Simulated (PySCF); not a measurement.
# C2H6GeO (SMILES C[CH2][Ge][OH]) at HF/def2-SVP

What is the vertical singlet–triplet gap of C2H6GeO at HF/def2-SVP? The job is set up through a Python script.

Program for the calculation: PySCF 2.14.0.

### Step 1. Starting point

The species is C2H6GeO (10 atoms), meant as a singlet with charge 0. As SMILES, `C[CH2][Ge][OH]`. The shape is that of a PBE0-D4/def2-TZVP optimisation. This is one conformer, not always the lowest.

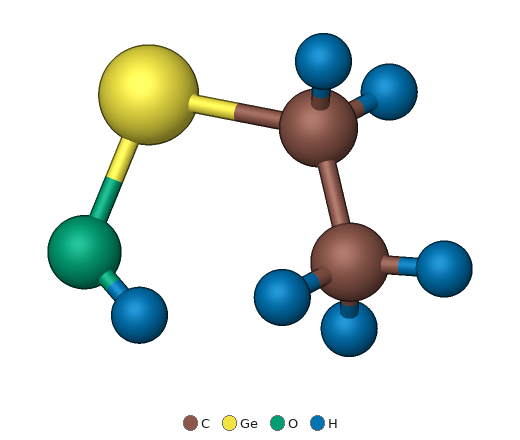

The structure, seen from a chosen angle (carbon brown, germanium yellow, oxygen teal, hydrogen blue).

### Step 2. A single-point energy at HF/def2-SVP

Input file run.py:

```python
# C[CH2][Ge][OH]
from pyscf import gto

system = gto.M(
    atom='''
C     -1.558457     1.004389     0.035149
C     -0.054235    -0.933147     1.524820
Ge     3.245605    -2.170728     0.085794
O      3.313068    -0.399488    -2.793204
H     -2.099297     0.287427    -1.828688
H     -3.310800     1.539371     0.991539
H     -0.486227     2.750496    -0.252278
H     -1.178244    -2.644483     1.869884
H      0.406480    -0.222421     3.420404
H      1.879144     0.691640    -3.047561
''',
    unit='bohr',
    basis='def2-svp',
    max_memory=1860,
    verbose=4,
    spin=0,
    charge=0,
)

mf = system.RHF()
mf.conv_tol = 1e-10
mf.kernel()
if not mf.converged:
    mf = mf.newton().run(mf.mo_coeff, mf.mo_occ)

e_tot = mf.e_tot
print('Final energy', e_tot)
```

Run with:

```bash
$ OMP_NUM_THREADS=1 python run.py
```

Output:

```text
PySCF version 2.14.0

[INPUT] num. atoms = 10
[INPUT] num. electrons = 58
[INPUT] charge = 0
[INPUT] spin (= nelec alpha-beta = 2S) = 0
[INPUT] symmetry False subgroup None
[INPUT] Mole.unit = bohr
[INPUT] Symbol           X                Y                Z      unit          X                Y                Z       unit  Magmom
[INPUT]  1 C     -0.824699928599   0.531499769699   0.018600049787 AA   -1.558457000000   1.004389000000   0.035149000000 Bohr   0.0
[INPUT]  2 C     -0.028699926034  -0.493800126838   0.806899994755 AA   -0.054235000000  -0.933147000000   1.524820000000 Bohr   0.0
[INPUT]  3 Ge     1.717500201648  -1.148699788706   0.045400229634 AA    3.245605000000  -2.170728000000   0.085794000000 Bohr   0.0
[INPUT]  4 O      1.753200083828  -0.211399945636  -1.478099902251 AA    3.313068000000  -0.399488000000  -2.793204000000 Bohr   0.0
[INPUT]  5 H     -1.110900131353   0.152099818203  -0.967700015483 AA   -2.099297000000   0.287427000000  -1.828688000000 Bohr   0.0
[INPUT]  6 H     -1.751999909914   0.814600052351   0.524699842538 AA   -3.310800000000   1.539371000000   0.991539000000 Bohr   0.0
[INPUT]  7 H     -0.257300247734   1.455499801927  -0.133499768416 AA   -0.486227000000   2.750496000000  -0.252278000000 Bohr   0.0
[INPUT]  8 H     -0.623499873703  -1.399400138265   0.989499999864 AA   -1.178244000000  -2.644483000000   1.869884000000 Bohr   0.0
[INPUT]  9 H      0.215099952695  -0.117700124430   1.809999848940 AA    0.406480000000  -0.222421000000   3.420404000000 Bohr   0.0
[INPUT] 10 H      0.994400180837   0.366000126161  -1.612699830089 AA    1.879144000000   0.691640000000  -3.047561000000 Bohr   0.0

nuclear repulsion = 262.294486874623
number of shells = 48
number of NR pGTOs = 188
number of NR cGTOs = 104
basis = def2-svp
ecp = {}

******** <class 'pyscf.scf.hf.RHF'> ********
method = RHF
initial guess = minao
damping factor = 0
level_shift factor = 0
DIIS = <class 'pyscf.scf.diis.CDIIS'>
diis_start_cycle = 1
diis_space = 8
diis_damp = 0
SCF conv_tol = 1e-10
SCF conv_tol_grad = None
SCF max_cycles = 50
direct_scf = True
direct_scf_tol = 1e-13
Set gradient conv threshold to 1e-05
Initial guess from minao.
init E= -2228.55618561312
  HOMO = -0.19821618856528  LUMO = -0.0236316064097997  gap/eV = 4.75069
cycle= 1 E= -2228.99509586014  delta_E= -0.439  |g|= 0.577  |ddm|= 2.95
  HOMO = -0.332856232127928  LUMO = 0.0430131180365629  gap/eV = 10.22793
cycle= 2 E= -2229.04728705767  delta_E= -0.0522  |g|= 0.393  |ddm|= 0.738
  HOMO = -0.323546290610147  LUMO = 0.0468532049811472  gap/eV = 10.07908
cycle= 3 E= -2229.07672448389  delta_E= -0.0294  |g|= 0.0558  |ddm|= 0.298
  HOMO = -0.323501023604163  LUMO = 0.0520676345456188  gap/eV = 10.21974
cycle= 4 E= -2229.07796665749  delta_E= -0.00124  |g|= 0.00938  |ddm|= 0.106
  HOMO = -0.323496258599898  LUMO = 0.0519442053369419  gap/eV = 10.21626
cycle= 5 E= -2229.07802434567  delta_E= -5.77e-05  |g|= 0.00315  |ddm|= 0.0266
  HOMO = -0.323683968384691  LUMO = 0.0519022422700877  gap/eV = 10.22022
cycle= 6 E= -2229.07803139533  delta_E= -7.05e-06  |g|= 0.0012  |ddm|= 0.00932
  HOMO = -0.323594522464935  LUMO = 0.0519253347831441  gap/eV = 10.21842
cycle= 7 E= -2229.07803257953  delta_E= -1.18e-06  |g|= 0.000357  |ddm|= 0.00406
  HOMO = -0.323558232517272  LUMO = 0.0519501098180646  gap/eV = 10.21810
cycle= 8 E= -2229.07803268332  delta_E= -1.04e-07  |g|= 0.000121  |ddm|= 0.0012
  HOMO = -0.323553771141935  LUMO = 0.0519470447607198  gap/eV = 10.21790
cycle= 9 E= -2229.078032691  delta_E= -7.69e-09  |g|= 3.4e-05  |ddm|= 0.000279
  HOMO = -0.323551556326051  LUMO = 0.0519465247654471  gap/eV = 10.21782
cycle= 10 E= -2229.07803269187  delta_E= -8.64e-10  |g|= 1.03e-05  |ddm|= 9.03e-05
  HOMO = -0.323552974232235  LUMO = 0.0519452298644003  gap/eV = 10.21783
cycle= 11 E= -2229.07803269197  delta_E= -1.05e-10  |g|= 3.25e-06  |ddm|= 2.86e-05
  HOMO = -0.323552838848627  LUMO = 0.0519452621943541  gap/eV = 10.21782
cycle= 12 E= -2229.07803269196  delta_E= 7.28e-12  |g|= 1.46e-06  |ddm|= 7.08e-06
  HOMO = -0.32355304766886  LUMO = 0.0519451964329791  gap/eV = 10.21783
Extra cycle  E= -2229.07803269197  delta_E= -3.64e-12  |g|= 8.2e-07  |ddm|= 2.61e-06
converged SCF energy = -2229.07803269197
Final energy -2229.0780326919667
```

Run time: 2.4 s. Hardware: 1 thread of Arm Neoverse V2, shared host; peak memory 0.23 GiB.

### Step 3. The triplet, same level

Input file calc.py:

```python
from pyscf import gto, scf

mol = gto.M(
    atom='''
C   -0.824700   0.531500   0.018600
C   -0.028700  -0.493800   0.806900
Ge   1.717500  -1.148700   0.045400
O    1.753200  -0.211400  -1.478100
H   -1.110900   0.152100  -0.967700
H   -1.752000   0.814600   0.524700
H   -0.257300   1.455500  -0.133500
H   -0.623500  -1.399400   0.989500
H    0.215100  -0.117700   1.810000
H    0.994400   0.366000  -1.612700
''',
    verbose=3,
    charge=0,
    basis='def2-svp',
    max_memory=1860,
    spin=2,
)

myscf = scf.UHF(mol)
myscf.conv_tol = 1e-10
myscf.kernel()
if not myscf.converged:
    myscf = myscf.newton().run(myscf.mo_coeff, myscf.mo_occ)

e_tot = myscf.e_tot
print(f'total energy: {e_tot:.8f} hartree')
```

Run with:

```bash
$ OMP_NUM_THREADS=1 python calc.py
```

Output:

```text
WARN: HOMO -0.0236316048670417 >= LUMO -0.198216173650636

converged SCF energy = -2229.01308739117  <S^2> = 2.0109792  2S+1 = 3.0073105
total energy: -2229.01308739 hartree
```

Run time: 3.9 s. Hardware: 1 thread of Arm Neoverse V2, shared host; peak memory 0.21 GiB.

### Step 4. Outcome

Level: HF/def2-SVP.

| quantity | value |
| --- | --- |
| singlet: total energy | -2229.07803 Eh |
| singlet: dipole moment | 2.44 D |
| singlet: HOMO energy | -8.80 eV |
| singlet: LUMO energy | 1.41 eV |
| singlet: HOMO–LUMO gap | 10.22 eV |
| triplet: total energy | -2229.01309 Eh |
| triplet: dipole moment | 2.66 D |
| triplet: HOMO energy (highest over α and β) | -6.89 eV |
| triplet: LUMO energy (lowest over α and β) | -0.01 eV |
| triplet: ⟨S²⟩ | 2.011 |
| vertical energy of the triplet above the singlet | 1.767 eV |

What this shows: At this shape the triplet lies 1.77 eV (171 kJ/mol) above the singlet.
